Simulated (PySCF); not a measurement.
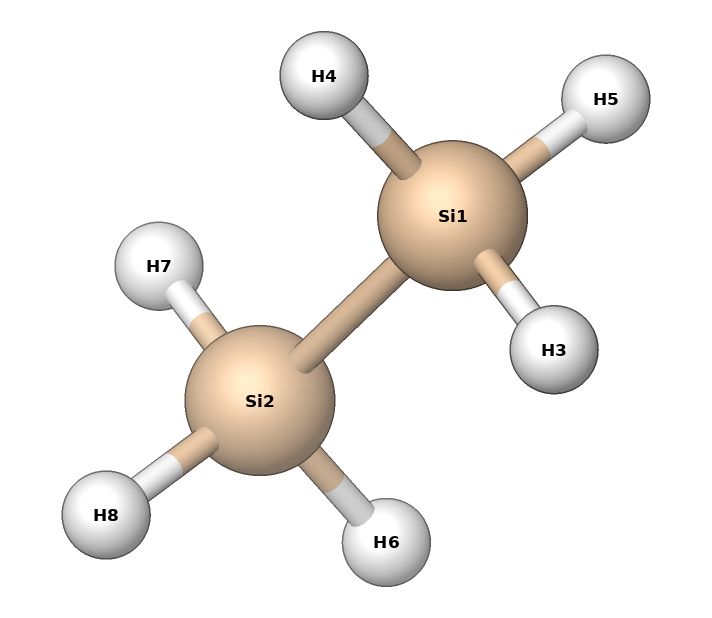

The computed structure is the end point of a PBE0-D3(BJ)/def2-TZVP optimisation. No frequency run is at hand to confirm it as a minimum. Properties computed with delta-SCF UKS SCAN, pcX-3 on the ionised atom, pcseg-2 elsewhere, spin-free X2C (PySCF 2.14.0).

Give the core-electron binding energies (to vacuum; p and d levels without spin–orbit splitting) of Si1 1s, Si1 2p.

| atom | level | binding energy (eV) |
| --- | --- | --- |
| Si1 | 1s | 1846.3 |
| Si1 | 2p | 106.8 |
